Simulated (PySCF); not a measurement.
## Electronic structure of C5H15NSi2 in real space

The calculation's input:

```
{"job": {"kind": "nmr", "xc": "PBE0", "basis": "pcSseg-1"}, "charge": 0, "multiplicity": 1}
C      3.476026     0.023715     0.009447
C      2.063388     0.591483     0.081620
C      1.018117    -0.428151    -0.369945
C     -0.406326     0.124144    -0.405110
C     -0.913987     0.550688     0.980185
Si    -2.810178     0.654724     0.951982
N     -3.052078    -0.523590    -0.297235
Si    -1.662903    -1.102620    -1.150697
H      3.566456    -0.854773     0.645275
H      4.204852     0.761559     0.338677
H      3.718753    -0.267775    -1.010536
H      1.996768     1.479386    -0.552466
H      1.855466     0.900162     1.107738
H      1.055230    -1.295049     0.295299
H      1.282848    -0.777724    -1.372353
H     -0.396343     1.016638    -1.041892
H     -0.452172     1.488888     1.289580
H     -0.609392    -0.200927     1.711797
H     -3.451537     0.224394     2.198113
H     -3.316436     1.972537     0.545369
H     -3.970931    -0.859054    -0.523365
H     -1.825220    -0.946895    -2.600001
H     -1.375151    -2.504777    -0.821402
```

Launched as:

```sh
OMP_NUM_THREADS=1 python probes_run.py task.json out
```

Geometry: GFN2-xTB.

These are results of PySCF, PBE0/pcSseg-1, SCF density, gas phase, non-relativistic, not measurements.

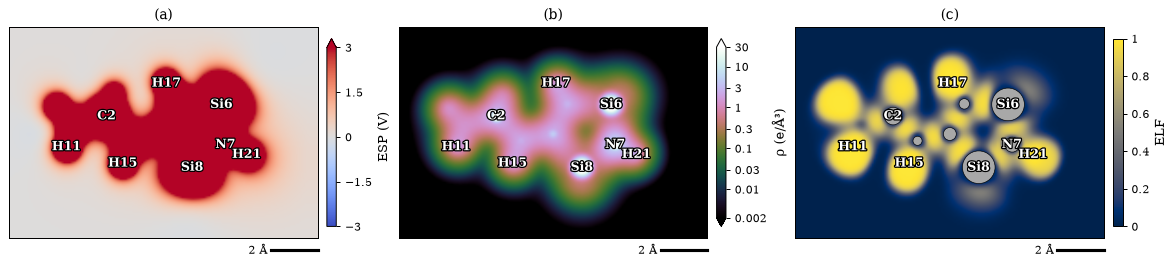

Figure 1. (a) electrostatic potential; (b) total electron density; (c) electron localisation function on the plane of atoms Si8, N7 and H21. Grey discs cover the atomic cores in the ELF map.

**Read the bonding off the picture.**

- Atoms in the plane: C, Si, N and H.
- Si–N (1.73 Å): ρ is about 1.1 e/Å³ halfway; the ELF peaks at about 0.90 between the atoms, as expected for a polar covalent bond.
- N–H (1.00 Å): ρ at the midpoint is about 2.8 e/Å³; the ELF climbs to about 1 towards the hydrogen, as it does in any bond to H: a covalent bond by its length.
- The potential has no marked negative region in this plane.

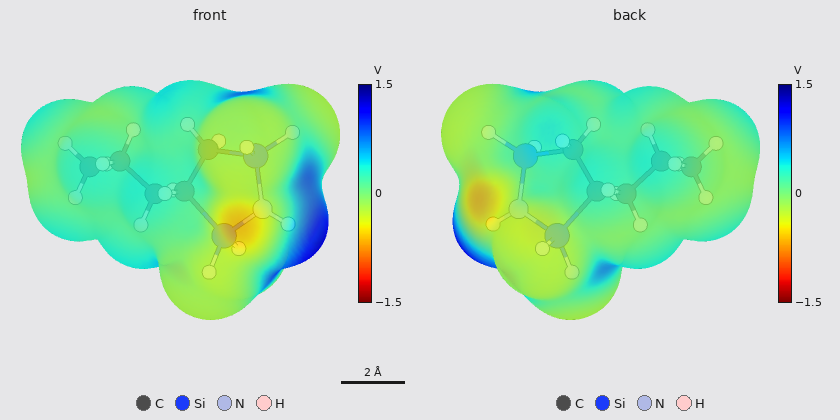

Figure 2. The molecular electrostatic potential painted on the density surface at 0.001 e/bohr³, seen from the front and from behind; the colour scale runs from red (negative) to blue (positive).

**Describe the electrostatic potential map.**

The most negative region (about −0.6 V, or −14 kcal/mol for a unit charge) lies over N7, the most positive (about +1.2 V, or +28 kcal/mol for a unit charge) over H21.

**What dipole moment does the calculation give?**

Its dipole moment is 0.16 D.
